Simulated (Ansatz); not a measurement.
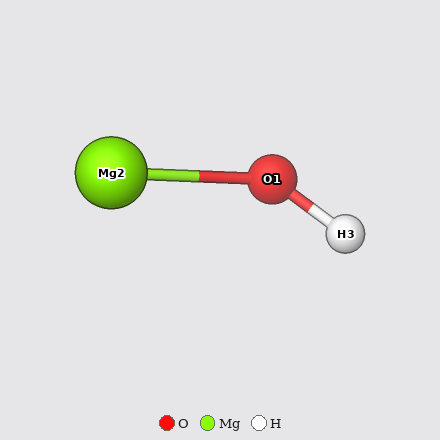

The system is HMgO, SMILES [OH][Mg], spin multiplicity 2; the picture shows the reference structure. Coordinates scanned: (1) bond length O1–Mg2; (2) bond length O1–H3. Nothing is relaxed (all other coordinates rigid). The scan uses a 15 × 15 grid. All energies are given in eV relative to the lowest grid point. Method: UKS PBE-D4/def2-TZVP (Ansatz 0.2.0).

Its coordinates:

```xyz
3

O    -0.2641   -0.3120   -0.1831
Mg    1.2731    0.0762    0.7065
H    -1.0199    0.1708   -0.5366
```

Range: bond length O1–Mg2 from 1.563 to 2.545 Å; bond length O1–H3 from 0.810 to 1.253 Å.

Question: What landscape does the calculation give?

Answer: The lowest grid point is at bond length O1–Mg2 = 1.844 Å, bond length O1–H3 = 0.968 Å. It is the only kind of minimum in the scanned range. The highest grid point, bond length O1–Mg2 = 2.545 Å, bond length O1–H3 = 1.253 Å, lies 2.59 eV above the lowest. Round the minimum the two coordinates are nearly uncoupled.

```tsv
bond length O1–H3 ↓, bond length O1–Mg2 →	1.563	1.634	1.704	1.774	1.844	1.914	1.984	2.054	2.124	2.195	2.265	2.335	2.405	2.475	2.545
1.253	2.07	1.58	1.31	1.18	1.16	1.22	1.32	1.46	1.62	1.79	1.96	2.13	2.29	2.45	2.59
1.221	1.88	1.39	1.12	1.00	0.98	1.03	1.14	1.28	1.44	1.61	1.78	1.95	2.12	2.27	2.42
1.190	1.71	1.22	0.95	0.82	0.80	0.86	0.97	1.11	1.27	1.44	1.62	1.79	1.95	2.11	2.25
1.158	1.53	1.04	0.77	0.65	0.63	0.69	0.80	0.94	1.10	1.27	1.45	1.62	1.79	1.95	2.09
1.126	1.37	0.88	0.61	0.49	0.47	0.53	0.64	0.78	0.94	1.12	1.30	1.47	1.64	1.80	1.94
1.095	1.23	0.74	0.47	0.34	0.33	0.39	0.50	0.64	0.80	0.98	1.16	1.34	1.50	1.66	1.81
1.063	1.10	0.61	0.34	0.21	0.20	0.26	0.37	0.52	0.68	0.86	1.04	1.22	1.39	1.55	1.70
1.031	0.99	0.50	0.23	0.11	0.10	0.16	0.27	0.42	0.58	0.76	0.95	1.12	1.30	1.46	1.61
1.000	0.92	0.43	0.16	0.04	0.03	0.09	0.21	0.35	0.52	0.70	0.88	1.06	1.24	1.40	1.55
0.968	0.89	0.40	0.13	0.01	0.00	0.06	0.18	0.33	0.50	0.68	0.86	1.04	1.22	1.38	1.54
0.936	0.91	0.42	0.15	0.03	0.02	0.08	0.20	0.35	0.52	0.71	0.89	1.07	1.25	1.41	1.57
0.905	0.99	0.50	0.23	0.11	0.10	0.17	0.28	0.43	0.61	0.79	0.98	1.16	1.34	1.51	1.66
0.873	1.15	0.66	0.39	0.27	0.26	0.33	0.45	0.60	0.77	0.96	1.15	1.33	1.51	1.68	1.84
0.841	1.41	0.92	0.65	0.53	0.52	0.59	0.71	0.86	1.03	1.22	1.41	1.60	1.78	1.95	2.11
0.810	1.77	1.28	1.01	0.89	0.88	0.95	1.07	1.22	1.40	1.59	1.78	1.97	2.15	2.32	2.48
```

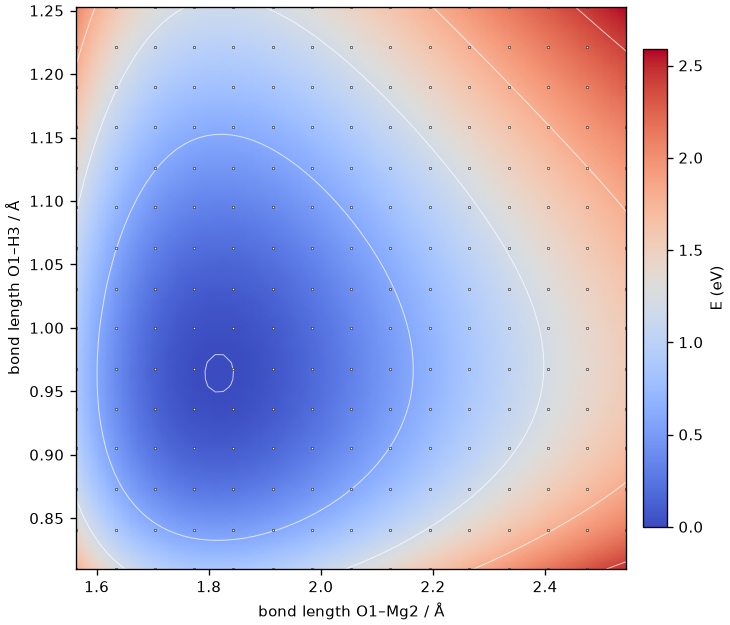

In the figure: a smooth colour map with a few white contour lines, dots at the grid points. Between grid points the surface is interpolated.

Each point was launched as `ansatz run input.yaml --threads 1 --pin off --max-ram 2560MiB --backend cpu --events-out ev --progress --plain --runs-dir out`. Time for the 225 points that were run: 8.4 min on 1 thread of Arm Neoverse V2, with other jobs on the host.
